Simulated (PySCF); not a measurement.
# SiNH3ClO (SMILES [NH][SiH](O)Cl): UMP2/6-31+G(d) (spherical functions)

Aim: the vertical ionisation energy of SiNH3ClO at UMP2/6-31+G* (spherical functions), from 2 runs. 

The calculation is run with PySCF 2.14.0.

## 1. The molecule

SiNH3ClO: 7 atoms, total charge 0, spin state doublet. SMILES: `[NH][SiH](O)Cl`. Geometry: relaxed at PBE0-D4/def2-TZVP. This is one conformer, not always the lowest.

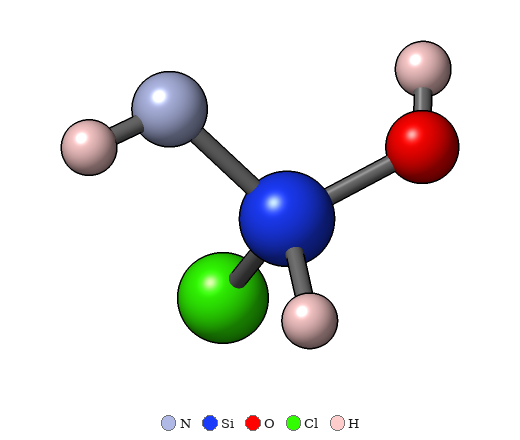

Viewed from a chosen angle; nitrogen light blue, silicon blue, oxygen red, chlorine green, hydrogen pink.

## 2. A single-point energy at UMP2/6-31+G(d) (spherical functions)

job.py

```python
# [NH][SiH](O)Cl
from pyscf import gto, mp

mol = gto.M(
    atom='''
N     -0.309900     1.111500    -0.879100
Si    -0.073900    -0.114300     0.330400
O      1.465600    -0.630300     0.304800
Cl    -1.390000    -1.593900    -0.221000
H     -1.151500     1.677300    -0.756300
H     -0.348600     0.280200     1.724700
H      1.869600    -0.798400    -0.549200
''',
    verbose=4,
    basis='6-31+g*',
    max_memory=1860,
    spin=1,
)

myscf = mol.UHF()
myscf.conv_tol = 1e-10
myscf.kernel()
if not myscf.converged:
    myscf = myscf.newton().run(myscf.mo_coeff, myscf.mo_occ)

pt = mp.MP2(myscf, frozen=12).run()
e_tot = pt.e_tot
print('E = %.10f Eh' % e_tot)
```

The run is started by

```console
$ OMP_NUM_THREADS=1 python job.py
```

The log of the run:

```text
PySCF version 2.14.0

[INPUT] num. atoms = 7
[INPUT] num. electrons = 49
[INPUT] charge = 0
[INPUT] spin (= nelec alpha-beta = 2S) = 1
[INPUT] symmetry False subgroup None
[INPUT] Mole.unit = angstrom
[INPUT] Symbol           X                Y                Z      unit          X                Y                Z       unit  Magmom
[INPUT]  1 N     -0.309900000000   1.111500000000  -0.879100000000 AA   -0.585626126003   2.100430587454  -1.661258236105 Bohr   0.0
[INPUT]  2 Si    -0.073900000000  -0.114300000000   0.330400000000 AA   -0.139650760605  -0.215995696038   0.624365511556 Bohr   0.0
[INPUT]  3 O      1.465600000000  -0.630300000000   0.304800000000 AA    2.769582608163  -1.191094376313   0.575988522767 Bohr   0.0
[INPUT]  4 Cl    -1.390000000000  -1.593900000000  -0.221000000000 AA   -2.626719313145  -3.012034469944  -0.417629473529 Bohr   0.0
[INPUT]  5 H     -1.151500000000   1.677300000000  -0.756300000000 AA   -2.176019632437   3.169637628733  -1.429199868009 Bohr   0.0
[INPUT]  6 H     -0.348600000000   0.280200000000   1.724700000000 AA   -0.658758527023   0.529501260103   3.259210647037 Bohr   0.0
[INPUT]  7 H      1.869600000000  -0.798400000000  -0.549200000000 AA    3.533031962487  -1.508757337853  -1.037837587611 Bohr   0.0

nuclear repulsion = 216.933065387895
number of shells = 42
number of NR pGTOs = 184
number of NR cGTOs = 86
basis = 6-31+g*
ecp = {}

******** <class 'pyscf.scf.uhf.UHF'> ********
method = UHF
initial guess = minao
damping factor = 0
level_shift factor = 0
DIIS = <class 'pyscf.scf.diis.CDIIS'>
diis_start_cycle = 1
diis_space = 8
diis_damp = 0
SCF conv_tol = 1e-10
SCF conv_tol_grad = None
SCF max_cycles = 50
direct_scf = True
direct_scf_tol = 1e-13
number electrons alpha = 25  beta = 24
Set gradient conv threshold to 1e-05
init E= -879.663078182127
[... the frontier-level lines of each cycle are left out ...]

cycle= 1 E= -879.44116532998  delta_E= 0.222  |g|= 0.39  |ddm|= 1.84
cycle= 2 E= -879.511625685371  delta_E= -0.0705  |g|= 0.199  |ddm|= 0.648
cycle= 3 E= -879.528750132678  delta_E= -0.0171  |g|= 0.0471  |ddm|= 0.179
cycle= 4 E= -879.530567240194  delta_E= -0.00182  |g|= 0.0142  |ddm|= 0.0711
cycle= 5 E= -879.530813838373  delta_E= -0.000247  |g|= 0.00633  |ddm|= 0.0293
cycle= 6 E= -879.530886855714  delta_E= -7.3e-05  |g|= 0.00343  |ddm|= 0.0151
cycle= 7 E= -879.530922889627  delta_E= -3.6e-05  |g|= 0.00188  |ddm|= 0.0123
cycle= 8 E= -879.530938861184  delta_E= -1.6e-05  |g|= 0.00143  |ddm|= 0.00682
cycle= 9 E= -879.530950051266  delta_E= -1.12e-05  |g|= 0.00119  |ddm|= 0.00507
cycle= 10 E= -879.530963457462  delta_E= -1.34e-05  |g|= 0.000875  |ddm|= 0.00742
cycle= 11 E= -879.530975675642  delta_E= -1.22e-05  |g|= 0.000372  |ddm|= 0.0119
cycle= 12 E= -879.530977360914  delta_E= -1.69e-06  |g|= 0.000114  |ddm|= 0.00517
cycle= 13 E= -879.530977427925  delta_E= -6.7e-08  |g|= 4.38e-05  |ddm|= 0.000965
cycle= 14 E= -879.530977432614  delta_E= -4.69e-09  |g|= 1.79e-05  |ddm|= 0.000212
cycle= 15 E= -879.530977433167  delta_E= -5.53e-10  |g|= 7.63e-06  |ddm|= 6.23e-05
cycle= 16 E= -879.53097743325  delta_E= -8.37e-11  |g|= 3.1e-06  |ddm|= 2.39e-05
Extra cycle  E= -879.530977433265  delta_E= -1.43e-11  |g|= 1.91e-06  |ddm|= 6.86e-06
converged SCF energy = -879.530977433265  <S^2> = 0.75826159  2S+1 = 2.0082446

******** <class 'pyscf.mp.ump2.UMP2'> ********
nocc = (np.int64(13), np.int64(12)), nmo = (74, 74)
frozen orbitals 12
E(UMP2) = -880.048642154576  E_corr = -0.517664721311419
E(SCS-UMP2) = -880.035556568909  E_corr = -0.504579135644577
E_corr(same-spin) = -0.134559842225915
E_corr(oppo-spin) = -0.383104879085504
E = -880.0486421546 Eh
```

It took 4.2 s on 1 thread of Arm Neoverse V1, shared host; peak memory 0.2 GiB.

## 3. The singlet cation, same level

job.py

```python
from pyscf import gto, mp

mol = gto.Mole()
mol.atom = '''
N   -0.309900   1.111500  -0.879100
Si  -0.073900  -0.114300   0.330400
O    1.465600  -0.630300   0.304800
Cl  -1.390000  -1.593900  -0.221000
H   -1.151500   1.677300  -0.756300
H   -0.348600   0.280200   1.724700
H    1.869600  -0.798400  -0.549200
'''
mol.basis = '6-31+g*'
mol.max_memory = 1860
mol.charge = 1
mol.verbose = 3
mol.build()

myscf = mol.RHF()
myscf.conv_tol = 1e-10
myscf.kernel()
if not myscf.converged:
    myscf = myscf.newton().run(myscf.mo_coeff, myscf.mo_occ)

pt = mp.MP2(myscf, frozen=12).run()
energy = pt.e_tot
print('E(%s) = %.9f' % ('MP2', energy))
```

The run is started by

```console
$ OMP_NUM_THREADS=1 python job.py
```

The log of the run:

```text
converged SCF energy = -879.102919514868
E(RMP2) = -879.611185941409  E_corr = -0.508266426541001
E(SCS-RMP2) = -879.603187217061  E_corr = -0.500267702192679
E(MP2) = -879.611185941
```

It took 2.8 s on 1 thread of Arm Neoverse V1, shared host; peak memory 0.2 GiB.

## 4. Results

At UMP2/6-31+G* (spherical functions), 12 core orbitals frozen:

```
                                                                    quantity          value
                                              doublet SiNH3ClO: total energy  -880.04864 Eh
                      doublet SiNH3ClO: dipole moment (Hartree–Fock density)         1.44 D
doublet SiNH3ClO: HOMO energy (Hartree–Fock orbitals) (highest over α and β)      -11.91 eV
 doublet SiNH3ClO: LUMO energy (Hartree–Fock orbitals) (lowest over α and β)        0.97 eV
              doublet SiNH3ClO: correlation energy (12 core orbitals frozen)     -517.7 mEh
                         doublet SiNH3ClO: ⟨S²⟩ of the reference determinant          0.758
                                                singlet cation: total energy  -879.61119 Eh
                         singlet cation: HOMO energy (Hartree–Fock orbitals)      -18.29 eV
                         singlet cation: LUMO energy (Hartree–Fock orbitals)       -9.40 eV
                       singlet cation: HOMO–LUMO gap (Hartree–Fock orbitals)        8.89 eV
                singlet cation: correlation energy (12 core orbitals frozen)     -508.3 mEh
                          vertical ionisation energy (to the singlet cation)      11.904 eV
```

In words: The vertical ionisation energy comes to 11.90 eV (275 kcal/mol). Only the singlet of the ionised species was computed; a triplet could lie lower. Mulliken charges (doublet SiNH3ClO) of the mean-field density run from -0.88 on O3 to +1.18 on Si2; in a basis this large or diffuse they mean little.
